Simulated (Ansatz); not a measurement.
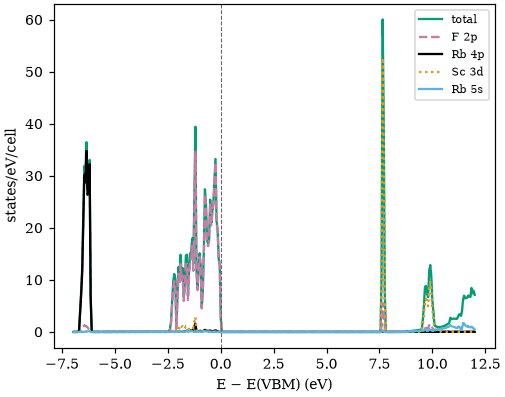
Figure: Total and projected density of states of Rb2LiScF6 in space group Fm-3m (No. 225; Rb on 8c, Li on 4b, Sc on 4a, F on 24e), the program Ansatz at the r²SCAN level (PAW)

Problem. Which orbitals carry the states next to the gap?

Solution. Top 1 eV of the valence band: F 2p 97 %. Bottom 1 eV of the conduction band: Sc 3d 88 %, F 2p 9 %. Projections are on Löwdin-orthogonalised atomic valence shells; empty p or d shells of many metals are not among them.

Problem. Where is the tallest occupied peak in this window, and what makes it?

Solution. Near -1.2 eV, about 39 states/eV per cell; the largest projected share is F 2p.

The workflow started from a Materials Project entry (that database holds measured and hypothetical structures alike); the Crystallography Open Database copy checked does not list it. Whether it is the stable phase at ambient conditions was not checked. Symmetry was held in the r²SCAN relaxation; its stability against distortions is not shown here. The run is not spin-polarised. Scalar-relativistic: spin–orbit coupling is off unless named, which matters more the heavier the elements.

Potentials: the later of the program's two PAW sets.
